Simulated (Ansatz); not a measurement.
## Electronic structure of F$_{4}$H$_{2}$W in real space

```yaml
atoms:
  - { symbol: W, position_ang: [-0.0660, 0.0000, -0.0660] }
  - { symbol: H, position_ang: [0.2933, 0.0000, 1.6084] }
  - { symbol: H, position_ang: [1.6084, 0.0000, 0.2933] }
  - { symbol: F, position_ang: [-0.0077, 1.8480, -0.0077] }
  - { symbol: F, position_ang: [-1.7916, 0.0000, 0.7411] }
  - { symbol: F, position_ang: [-0.0077, -1.8480, -0.0077] }
  - { symbol: F, position_ang: [0.7411, 0.0000, -1.7916] }
```

Core potentials replace the inner electrons of W; not at a stationary point (largest force 0.5 eV/Å).

Method: RKS PBE/def2-SVP (Ansatz).

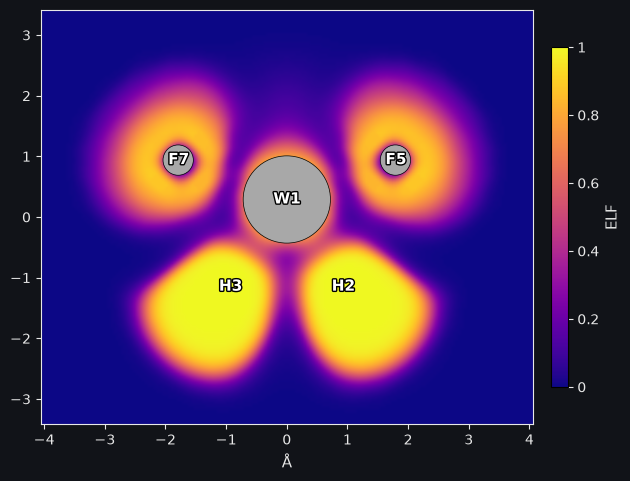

Figure 1. Electron localisation function on the plane of atoms F5, W1 and F7. Grey discs cover the atomic cores.

### What does the map show?

The plane passes through W, H and F nuclei.
W–H (1.71 Å): the ELF climbs to about 1 towards the hydrogen.
W–F (1.91 Å): the ELF peaks at about 0.85 in the valence shell of F, 0.5 Å from its nucleus, and drops to about 0.25 between the two atoms.

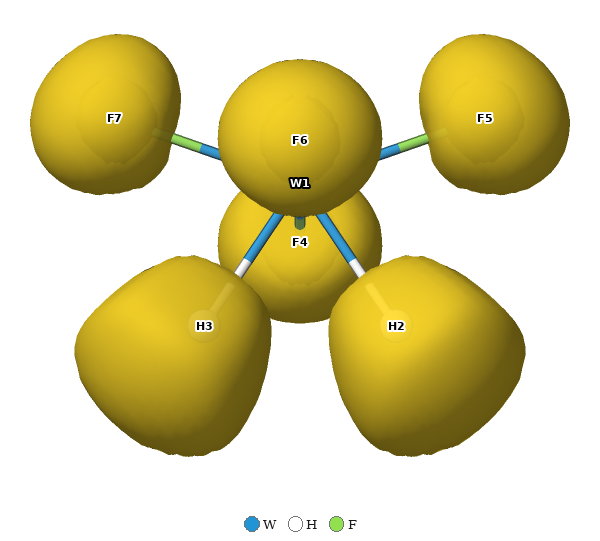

Figure 2. Isosurface of the electron localisation function at 0.75 (yellow), seen from one side. Core shells and regions of very low density are left out.

### Where are the electrons localised?

The ELF exceeds this value in two regions around hydrogen nuclei and four regions wrapped around F (the valence shell of each). Profiles from the grid: W–F (1.85 Å): the ELF peaks at about 0.85 in the valence shell of F, 0.5 Å from its nucleus, and drops to about 0.25 between the two atoms.

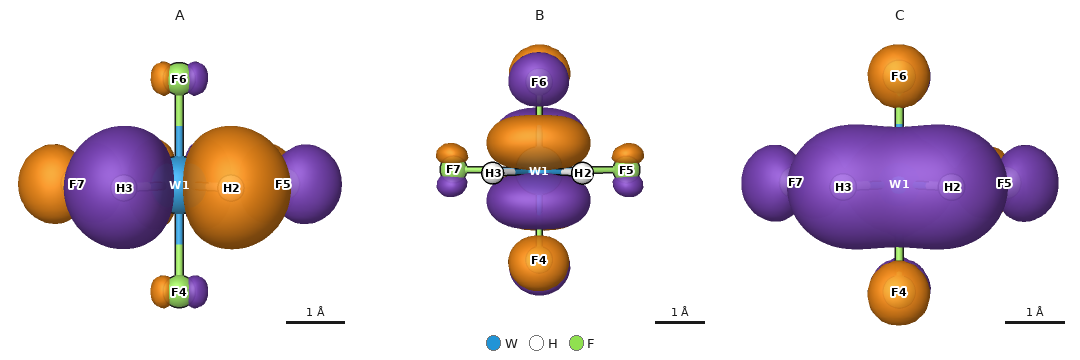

Figure 3. Three frontier orbitals at ±0.1 Å⁻³ᐟ² (orange and purple are the two phases), in no order.

### Which picture is the HOMO−1, the HOMO and the LUMO?

C is the HOMO−1 (−9.84 eV). By Hirshfeld shares it lies mainly on W1 (about 30 %), H2 (about 20 %), H3 (about 20 %), F5 (about 10 %) and F7 (about 10 %). A is the HOMO (−7.53 eV). Its weight (Hirshfeld) is mainly on W1 (about 30 %), H2 (about 20 %), H3 (about 20 %), F5 (about 15 %) and F7 (about 15 %). B is the LUMO (−5.28 eV). It lies mainly on W1 (about 70 %), F4 (about 10 %) and F6 (about 10 %).

### What is the HOMO–LUMO gap?

2.25 eV between the orbital energies.

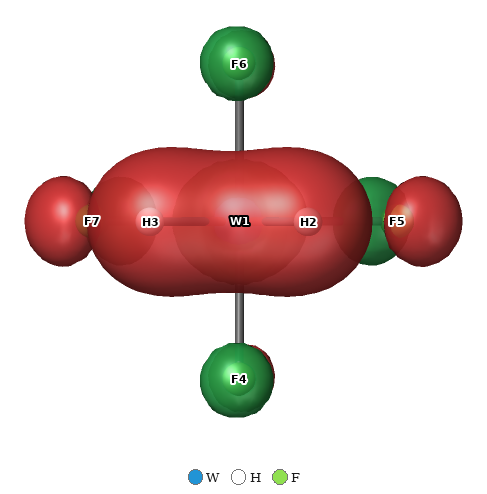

Figure 4. The HOMO−1 at ±0.15 Å⁻³ᐟ² (green and red are the two phases), seen across its widest extent.

### What is the character of this orbital?

Its weight (Hirshfeld) is mainly on W1 (about 30 %), H2 (about 20 %), H3 (about 20 %), F5 (about 10 %) and F7 (about 10 %). Its energy is −9.84 eV.
